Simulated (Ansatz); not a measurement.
# CH7ClSi2 (SMILES [SiH3]C[SiH2]Cl) at B3LYP/def2-SVP

What is the electronic atomisation energy of CH7ClSi2 at B3LYP/def2-SVP? 

Program for the calculation: Ansatz 0.2.0.

49 further runs of the same task are left out: 49 set aside as unsound or not needed.

## Step 1: The structure to begin with

The species is CH7ClSi2 (11 atoms), meant as a singlet with charge 0. SMILES: `[SiH3]C[SiH2]Cl`. The coordinates come from a PBE0-D4/def2-TZVP relaxation. This is one conformer, not always the lowest.

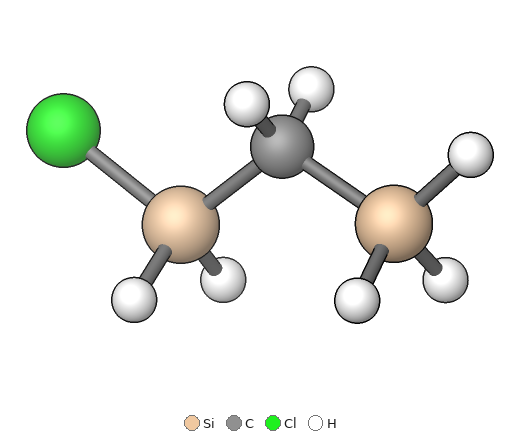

The structure, seen from a chosen angle (silicon light orange, carbon grey, chlorine green, hydrogen white).

## Step 2: The energy at B3LYP/def2-SVP

job.yaml reads:

```yaml
basis:
  gaussian:
    orbitals: def2-SVP
crystal:
  periodic: [false, false, false]
  atoms:
    - symbol: Si
      position_ang: [1.006300, 1.285600, -0.182900]
    - symbol: C
      position_ang: [-0.570400, 0.282700, -0.356100]
    - symbol: Si
      position_ang: [-0.499800, -1.397400, 0.429000]
    - symbol: Cl
      position_ang: [-2.287500, -2.388300, 0.158700]
    - symbol: H
      position_ang: [0.854300, 2.610700, -0.838800]
    - symbol: H
      position_ang: [1.323900, 1.497600, 1.254200]
    - symbol: H
      position_ang: [2.143300, 0.566700, -0.816300]
    - symbol: H
      position_ang: [-1.397400, 0.844300, 0.091100]
    - symbol: H
      position_ang: [-0.797200, 0.162700, -1.420800]
    - symbol: H
      position_ang: [0.561500, -2.228800, -0.187700]
    - symbol: H
      position_ang: [-0.271500, -1.292800, 1.890200]
hamiltonian:
  xc: {name: B3LYP}
accuracy: high
output:
  orbitals: {seedname: orbitals}
```

Launch:

```
ansatz run job.yaml --threads 1 --pin off --max-ram 2610MiB --events-out events.jsonl --progress --plain --runs-dir runs
```

What it wrote:

```text
Warning: RAYON_NUM_THREADS=1 ignored (pool sized by the plan → 1); use --threads N
Functional definition: B3LYP
  name "B3LYP"
  parameter a0 = 0.2
  parameter ax = 0.72
  parameter ac = 0.81
  exchange = (1 - a0 - ax)*slater_x + ax*b88_x + a0*exact_x
  correlation = (1 - ac)*vwn_rpa_c + ac*lyp_c
2292 factors; integrals over basis functions are off by at most 1.0e-8 eV
mean field evaluation 1: about -29417.3056 eV, gradient 4.5e1 eV
mean field evaluation 2: about -29413.7458 eV, gradient 5.5e1 eV
mean field evaluation 4: about -29422.2157 eV, gradient 1.6e0 eV
mean field evaluation 8: about -29422.3658 eV, gradient 1.5e-1 eV
mean field evaluation 16: about -29422.3659 eV, gradient 1.3e-5 eV
mean field -29422.36591313 eV, -1081.2520041115 hartree, gradient 1.9e-8 eV, S^2 0.000000; 0 other end points of the search recorded, 0 dependent functions left out
reference -29422.36595830 eV, -1081.2520057715 hartree; 29, 29 occupied and 74, 74 virtual orbitals, 2292 factors
Total energy: -29422.36595830 eV, -1081.2520057715 hartree
```

It took 11 s on 1 thread of Arm Neoverse V2, shared host; peak memory 0.39 GiB.

## Step 3: The C atom, same level

input.yaml reads:

```yaml
crystal:
  periodic: [false, false, false]
  atoms:
    - {symbol: C, position_ang: [0.000000, 0.000000, 0.000000]}
basis:
  gaussian:
    orbitals: def2-SVP
magnetization:
  spin_polarized: true
  initial_magnetization: 2
hamiltonian:
  xc: {name: B3LYP}
accuracy: high
```

Launch:

```
ansatz run input.yaml --threads 1 --pin off --max-ram 2610MiB --events-out events.jsonl --progress --plain --runs-dir runs
```

What it wrote:

```text
Warning: RAYON_NUM_THREADS=1 ignored (pool sized by the plan → 1); use --threads N
Functional definition: B3LYP
  name "B3LYP"
  parameter a0 = 0.2
  parameter ax = 0.72
  parameter ac = 0.81
  exchange = (1 - a0 - ax)*slater_x + ax*b88_x + a0*exact_x
  correlation = (1 - ac)*vwn_rpa_c + ac*lyp_c
95 factors; integrals over basis functions are off by at most 1.9e-9 eV
mean field evaluation 1: about -1028.8860 eV, gradient 3.7e0 eV
mean field evaluation 2: about -1028.9613 eV, gradient 1.2e0 eV
mean field evaluation 4: about -1028.9725 eV, gradient 2.6e-1 eV
mean field evaluation 8: about -1028.9730 eV, gradient 1.2e-5 eV
mean field -1028.97299109 eV, -37.8140599597 hartree, gradient 2.5e-8 eV, S^2 2.002648; 0 other end points of the search recorded, 0 dependent functions left out
reference -1028.97301121 eV, -37.8140606989 hartree; 4, 2 occupied and 10, 12 virtual orbitals, 95 factors
Total energy: -1028.97301121 eV, -37.8140606989 hartree
```

Run time: 0.26 s. Hardware: 1 thread of Arm Neoverse V2, shared host.

## Step 4: The Cl atom at the same level

run.yaml reads:

```yaml
crystal:
  periodic: [false, false, false]
  atoms:
    - {symbol: Cl, position_ang: [0.000000, 0.000000, 0.000000]}
basis:
  gaussian:
    orbitals: def2-SVP
magnetization:
  spin_polarized: true
  initial_magnetization: 1
hamiltonian:
  xc: {name: B3LYP}
accuracy: high
```

Run the same way, it converges to -460.00600 Eh (log not shown).

## Step 5: The H atom, same level

job.yaml reads:

```yaml
crystal:
  periodic: [false, false, false]
  atoms:
    - symbol: H
      position_ang: [0.000000, 0.000000, 0.000000]
basis:
  gaussian:
    orbitals: def2-SVP
magnetization:
  spin_polarized: true
  initial_magnetization: 1
hamiltonian:
  xc: {name: B3LYP}
accuracy: high
```

Run the same way, it converges to -0.50126 Eh (log not shown).

## Step 6: The Si atom at the same level

run.yaml reads:

```yaml
basis:
  gaussian:
    orbitals: def2-SVP
crystal:
  periodic: [false, false, false]
  atoms:
    - {symbol: Si, position_ang: [0.000000, 0.000000, 0.000000]}
magnetization:
  spin_polarized: true
  initial_magnetization: 2
hamiltonian:
  xc: {name: B3LYP}
accuracy: high
```

Launch:

```
ansatz run run.yaml --threads 1 --pin off --max-ram 2610MiB --events-out events.jsonl --progress --plain --runs-dir runs
```

What it wrote:

```text
Warning: RAYON_NUM_THREADS=1 ignored (pool sized by the plan → 1); use --threads N
Functional definition: B3LYP
  name "B3LYP"
  parameter a0 = 0.2
  parameter ax = 0.72
  parameter ac = 0.81
  exchange = (1 - a0 - ax)*slater_x + ax*b88_x + a0*exact_x
  correlation = (1 - ac)*vwn_rpa_c + ac*lyp_c
134 factors; integrals over basis functions are off by at most 2.5e-9 eV
mean field evaluation 1: about -7872.0331 eV, gradient 2.0e0 eV
mean field evaluation 2: about -7872.0783 eV, gradient 5.5e-1 eV
mean field evaluation 4: about -7872.0820 eV, gradient 1.5e-1 eV
mean field evaluation 8: about -7872.0822 eV, gradient 2.9e-4 eV
mean field evaluation 16: about -7871.9859 eV, gradient 2.8e0 eV
mean field evaluation 32: about -7872.0822 eV, gradient 1.0e-4 eV
mean field -7872.08215133 eV, -289.2936831724 hartree, gradient 4.2e-8 eV, S^2 2.002729; 1 other end points of the search recorded, 0 dependent functions left out
reference -7872.08217320 eV, -289.2936839760 hartree; 8, 6 occupied and 10, 12 virtual orbitals, 134 factors
Total energy: -7872.08217320 eV, -289.2936839760 hartree
```

Wall time 0.88 s (1 thread of Arm Neoverse V2, shared host).

## Step 7: What came out

At B3LYP/def2-SVP:

| quantity | value |
| --- | --- |
| molecule: total energy | -1081.25201 Eh |
| molecule: HOMO energy | -8.26 eV |
| molecule: LUMO energy | 0.17 eV |
| molecule: HOMO–LUMO gap | 8.43 eV |
| C atom: total energy | -37.81406 Eh |
| C atom: ⟨S²⟩ | 2.003 |
| Cl atom: total energy | -460.00600 Eh |
| Cl atom: ⟨S²⟩ | 0.752 |
| H atom: total energy | -0.50126 Eh |
| H atom: ⟨S²⟩ | 0.750 |
| Si atom: total energy | -289.29368 Eh |
| Si atom: ⟨S²⟩ | 2.003 |
| electronic atomisation energy | 36.348 eV |

Taking the molecule apart into free atoms costs 36.35 eV (3507 kJ/mol), before zero-point energy and without spin-orbit coupling.
